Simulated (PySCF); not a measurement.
# C2H8SSi: magnetic properties

Aim: compute the magnetic properties of C2H8SSi (`C[SiH](C)S`).

Computed with PySCF 2.14.0 and routines of our own; the level stands in each step. Atoms count from 0.

## 1. The system as given

12 atoms, charge 0, multiplicity 1; geometry from: GFN2-xTB.

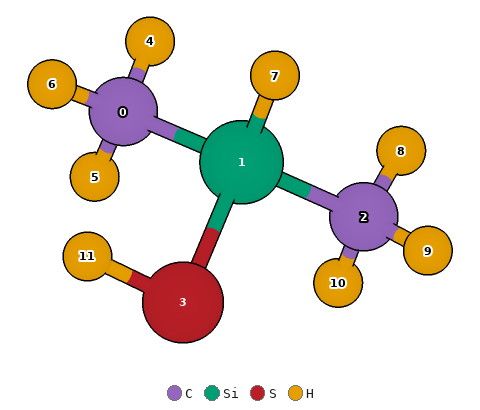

The starting geometry (carbon purple, silicon teal, sulfur red, hydrogen amber).

## 2. Magnetic properties: GIAO PBE0/pcSseg-1

What the job is given:

```
{"job": {"kind": "mag", "xc": "PBE0", "basis": "pcSseg-1", "isotopologues": 4}, "charge": 0, "multiplicity": 1}
C     -0.902771     1.299251    -0.184488
Si    -0.014495    -0.230794     0.504637
C      1.652727    -0.531652    -0.339017
S     -1.213344    -1.987289     0.080757
H     -0.324635     2.197794     0.006553
H     -1.050612     1.223696    -1.258861
H     -1.879320     1.433937     0.273019
H      0.108600    -0.149435     1.962487
H      2.341468     0.284029    -0.142141
H      2.110482    -1.448726     0.019859
H      1.540659    -0.622941    -1.416305
H     -2.367561    -1.468555     0.467475
```

With the program's defaults for keys left out, this is: GIAO PBE0/pcSseg-1 magnetisability, rotational g tensor and spin-rotation constants, non-relativistic, gas phase.

Launch:

```
$ OMP_NUM_THREADS=1 python excited_run.py task.json out
```

This one command runs all jobs of the session in turn.

Log:

```text
coarse grid: 10384 points
cycle   1  E = -768.2803906547  dE =  5.325e-02  |g| = 4.413e-01  |ddm| = 2.937e+00
cycle   2  E = -768.2737856680  dE =  6.605e-03  |g| = 4.745e-01  |ddm| = 8.308e-01
cycle   3  E = -768.3322424144  dE = -5.846e-02  |g| = 2.304e-02  |ddm| = 4.346e-01
cycle   4  E = -768.3323640369  dE = -1.216e-04  |g| = 1.334e-02  |ddm| = 4.671e-02
cycle   5  E = -768.3324102390  dE = -4.620e-05  |g| = 2.007e-03  |ddm| = 1.852e-02
cycle   6  E = -768.3324111044  dE = -8.654e-07  |g| = 6.504e-04  |ddm| = 3.510e-03
final grid: 89064 points
cycle   7  E = -768.3574555832  dE = -1.758e-05  |g| = 7.049e-03  |ddm| = 1.911e-02
cycle   8  E = -768.3574505903  dE =  4.993e-06  |g| = 8.220e-03  |ddm| = 1.349e-02
cycle   9  E = -768.3574679717  dE = -1.738e-05  |g| = 2.548e-04  |ddm| = 7.596e-03
cycle  10  E = -768.3574679869  dE = -1.517e-08  |g| = 7.983e-05  |ddm| = 4.194e-04
cycle  11  E = -768.3574679886  dE = -1.753e-09  |g| = 2.472e-05  |ddm| = 1.175e-04
cycle  12  E = -768.3574679888  dE = -1.364e-10  |g| = 4.940e-06  |ddm| = 2.719e-05
converged SCF energy = -768.3574679888

Magnetisability tensor (1e-30 J/T^2)
    -1201.70      -12.32       -6.06
      -12.32    -1198.50       -7.04
       -6.06       -7.04    -1158.13
isotropic -1186.11   principal values   -1214.04  -1187.73  -1156.56
isotropic susceptibility -71.429 1e-6 cm^3/mol

Inertial axes            a          b          c
rot. const./GHz      5.1088     3.1335     2.1982
chi total           -72.853    -71.603    -69.831
chi diamagnetic    -349.713   -473.257   -650.146
chi paramagnetic    276.860    401.653    580.315
quadrupole/D A       -1.478      3.971     -2.493
g nuclear            0.6633     0.5840     0.5963
g electronic        -0.6645    -0.5913    -0.5993
g total             -0.0011    -0.0073    -0.0030

Spin-rotation constants (kHz, H = +C I.J)
atom  isotope        aa         bb         cc
  4     1H        0.021     -0.352     -0.250
  5     1H       -0.614     -0.354      0.031
  6     1H       -0.497     -0.052     -0.237
  7     1H       -0.469     -0.259      0.116
  8     1H        0.008     -0.344     -0.251
  9     1H       -0.463     -0.070     -0.229
 10     1H       -0.612     -0.348      0.025
 11     1H       -0.617     -0.027     -0.276
  0    13C*       0.565      0.384      0.271
  1   29Si*      -3.135     -1.934     -1.457
  3    33S*       0.743      0.344      0.397
* in the singly substituted isotopologue

Isotopologues: g along a, b, c
2H    at 4,5,6,7,8,9,10    -0.0013    -0.0064    -0.0027
13C   at 0                 -0.0009    -0.0074    -0.0030
30Si  at 1                 -0.0011    -0.0073    -0.0030
34S   at 3                 -0.0011    -0.0069    -0.0028
```

Wall time 14 s (1 thread of Arm Neoverse V1, shared host); peak memory 0.54 GiB.

From this job:

```csv
quantity,value
magnetisability,-1186·10⁻³⁰ J/T²
molar susceptibility,-71.4·10⁻⁶ cm³/mol
"rotational g (a, b, c)","-0.0011, -0.0073, -0.0030"
```

Orbitals, density, ELF and potential are computed afterwards from the orbital file.

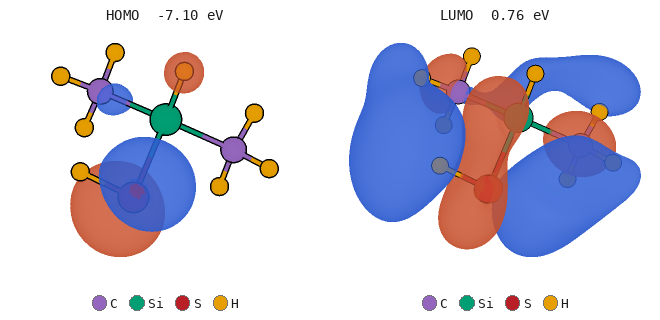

PBE0/pcSseg-1 orbitals near the gap, drawn at the value that encloses 70 % of each; the two colours are the two signs.

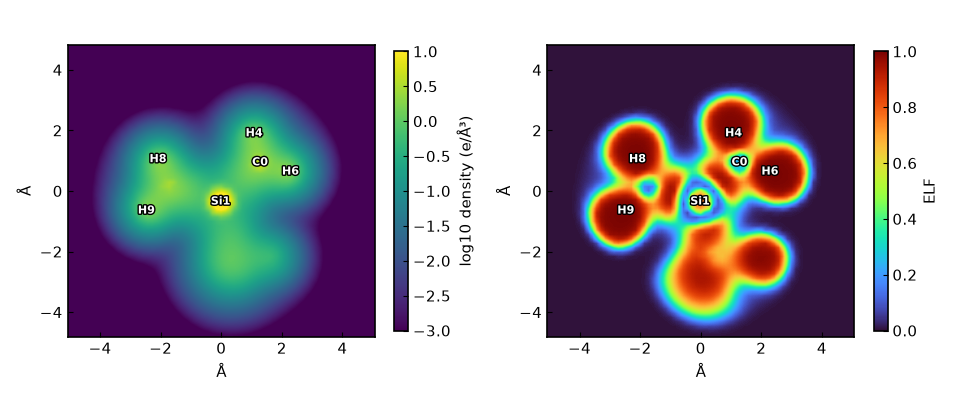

Density (left) and ELF (right) in a plane through or near 6 of the atoms.

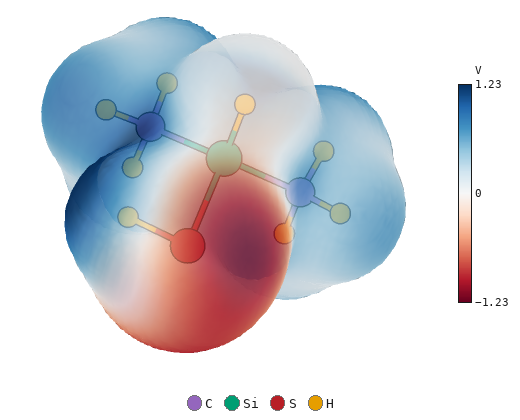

The potential that a unit positive charge feels on the 0.002 e/bohr³ surface, from -1.08 V near S3 to 1.23 V near H11.

## 3. Magnetic properties: GIAO KT2/6-31G*

The job, as its differences from that of step 2:

```diff
@@ -1,2 +1,2 @@
-{"job": {"kind": "mag", "xc": "PBE0", "basis": "pcSseg-1", "isotopologues": 4}, "charge": 0, "multiplicity": 1}
+{"job": {"kind": "mag", "xc": "KT2", "basis": "6-31G*"}, "charge": 0, "multiplicity": 1}
 C     -0.902771     1.299251    -0.184488
```

Level: GIAO KT2/6-31G* magnetisability, rotational g tensor and spin-rotation constants, non-relativistic, gas phase.

Log:

```text
coarse grid: 10384 points
cycle   1  E = -775.7548179744  dE =  6.722e-02  |g| = 5.554e-01  |ddm| = 2.923e+00
cycle   2  E = -775.6738026553  dE =  8.102e-02  |g| = 7.585e-01  |ddm| = 1.463e+00
cycle   3  E = -775.8438056570  dE = -1.700e-01  |g| = 4.315e-02  |ddm| = 8.871e-01
cycle   4  E = -775.8444783270  dE = -6.727e-04  |g| = 1.487e-02  |ddm| = 9.765e-02
cycle   5  E = -775.8445445906  dE = -6.626e-05  |g| = 4.984e-03  |ddm| = 2.834e-02
cycle   6  E = -775.8445538500  dE = -9.259e-06  |g| = 9.396e-04  |ddm| = 9.493e-03
final grid: 89064 points
cycle   7  E = -775.7502563976  dE = -2.909e-05  |g| = 7.744e-03  |ddm| = 2.169e-02
cycle   8  E = -775.7502332098  dE =  2.319e-05  |g| = 1.183e-02  |ddm| = 2.067e-02
cycle   9  E = -775.7502733385  dE = -4.013e-05  |g| = 4.612e-04  |ddm| = 1.295e-02
cycle  10  E = -775.7502734122  dE = -7.366e-08  |g| = 1.160e-04  |ddm| = 8.916e-04
cycle  11  E = -775.7502734163  dE = -4.124e-09  |g| = 3.084e-05  |ddm| = 2.013e-04
cycle  12  E = -775.7502734167  dE = -3.225e-10  |g| = 6.885e-06  |ddm| = 5.615e-05
converged SCF energy = -775.7502734167

Magnetisability tensor (1e-30 J/T^2)
    -1177.02      -10.29       -4.04
      -10.29    -1172.63       -8.06
       -4.04       -8.06    -1126.93
isotropic -1158.86   principal values   -1186.49  -1164.64  -1125.45
isotropic susceptibility -69.788 1e-6 cm^3/mol

Inertial axes            a          b          c
rot. const./GHz      5.1088     3.1335     2.1982
chi total           -71.206    -70.221    -67.937
chi diamagnetic    -347.642   -471.517   -647.883
chi paramagnetic    276.436    401.296    579.946
quadrupole/D A       -1.557      4.456     -2.898
g nuclear            0.6633     0.5840     0.5963
g electronic        -0.6635    -0.5908    -0.5989
g total             -0.0001    -0.0067    -0.0026

Spin-rotation constants (kHz, H = +C I.J)
atom  isotope        aa         bb         cc
  4     1H        0.016     -0.364     -0.256
  5     1H       -0.625     -0.367      0.029
  6     1H       -0.511     -0.059     -0.244
  7     1H       -0.469     -0.263      0.116
  8     1H        0.003     -0.356     -0.258
  9     1H       -0.474     -0.079     -0.235
 10     1H       -0.622     -0.361      0.024
 11     1H       -0.656     -0.028     -0.287
  0    13C*       0.512      0.348      0.249
  1   29Si*      -2.790     -1.747     -1.313
  3    33S*       0.762      0.320      0.391
* in the singly substituted isotopologue
```

Wall time 8.9 s (1 thread of Arm Neoverse V1, shared host); peak memory 0.43 GiB.

From this job:

```csv
quantity,value
magnetisability,-1159·10⁻³⁰ J/T²
molar susceptibility,-69.8·10⁻⁶ cm³/mol
"rotational g (a, b, c)","-0.0001, -0.0067, -0.0026"
```

## 4. Magnetic properties: GIAO B97-2/6-31++G** in chloroform

The job, as its differences from that of step 3:

```diff
@@ -1,2 +1,2 @@
-{"job": {"kind": "mag", "xc": "KT2", "basis": "6-31G*"}, "charge": 0, "multiplicity": 1}
+{"job": {"kind": "mag", "xc": "B97-2", "basis": "6-31++G**", "solvent": "chloroform"}, "charge": 0, "multiplicity": 1}
 C     -0.902771     1.299251    -0.184488
```

With the program's defaults for keys left out, this is: GIAO B97-2/6-31++G** magnetisability, non-relativistic, IEF-PCM chloroform.

Log:

```text
coarse grid: 10384 points
cycle   1  E = -768.7523438963  dE =  3.560e-02  |g| = 4.414e-01  |ddm| = 3.115e+00
cycle   2  E = -768.7453620245  dE =  6.982e-03  |g| = 4.682e-01  |ddm| = 1.355e+00
cycle   3  E = -768.8067959991  dE = -6.143e-02  |g| = 2.513e-02  |ddm| = 6.883e-01
cycle   4  E = -768.8069559469  dE = -1.599e-04  |g| = 1.182e-02  |ddm| = 6.685e-02
cycle   5  E = -768.8070014963  dE = -4.555e-05  |g| = 1.382e-03  |ddm| = 2.488e-02
cycle   6  E = -768.8070022195  dE = -7.232e-07  |g| = 3.132e-04  |ddm| = 4.163e-03
final grid: 89064 points
cycle   7  E = -768.7536795901  dE = -1.993e-05  |g| = 3.142e-03  |ddm| = 7.346e-02
cycle   8  E = -768.7536788203  dE =  7.698e-07  |g| = 3.615e-03  |ddm| = 8.917e-03
cycle   9  E = -768.7536824031  dE = -3.583e-06  |g| = 1.296e-04  |ddm| = 4.348e-03
cycle  10  E = -768.7536824075  dE = -4.398e-09  |g| = 6.909e-05  |ddm| = 6.172e-04
cycle  11  E = -768.7536824091  dE = -1.538e-09  |g| = 8.047e-06  |ddm| = 1.625e-04
cycle  12  E = -768.7536824091  dE = -1.751e-11  |g| = 2.388e-06  |ddm| = 2.116e-05
converged SCF energy = -768.7536824091

Magnetisability tensor (1e-30 J/T^2)
    -1199.34      -13.49       -5.65
      -13.49    -1191.99       -8.13
       -5.65       -8.13    -1154.72
isotropic -1182.02   principal values   -1211.23  -1181.98  -1152.84
isotropic susceptibility -71.183 1e-6 cm^3/mol

Inertial axes            a          b          c
rot. const./GHz      5.1088     3.1335     2.1982
chi total           -72.602    -71.323    -69.624
chi diamagnetic    -349.158   -473.298   -649.663
chi paramagnetic    276.557    401.975    580.040
quadrupole/D A       -1.857      4.605     -2.748
```

Wall time 11 s (1 thread of Arm Neoverse V1, shared host); peak memory 0.64 GiB.

In short:

```csv
quantity,value
magnetisability,-1182·10⁻³⁰ J/T²
molar susceptibility,-71.2·10⁻⁶ cm³/mol
```

## 5. Magnetic properties side by side

```csv
level,ξ (10⁻³⁰ J/T²),g(a),g(b),gap (eV),functions,time
GIAO PBE0/pcSseg-1,-1186,-0.0011,-0.0073,7.86,122,14 s
GIAO KT2/6-31G*,-1159,-0.0001,-0.0067,5.88,80,8.9 s
```

## 6. What came out

| quantity | value |
| --- | --- |
| magnetisability (step 2, GIAO PBE0/pcSseg-1) | -1186·10⁻³⁰ J/T² |
| molar susceptibility (step 2, GIAO PBE0/pcSseg-1) | -71.4·10⁻⁶ cm³/mol |
| rotational g (a, b, c) (step 2, GIAO PBE0/pcSseg-1) | -0.0011, -0.0073, -0.0030 |
| surface potential, least and greatest | -1.08 V and 1.23 V |
| magnetisability over the levels | -1186 to -1159·10⁻³⁰ J/T² |

**Reading.** The magnetisability spreads by 2.3 % over 2 levels, from GIAO PBE0/pcSseg-1 (14 s) to GIAO KT2/6-31G* (8.9 s); the runs took 8.9 s to 14 s. Two levels can agree by chance, so this spread shows no convergence. Vibrational averaging and real surroundings are missing from these values.
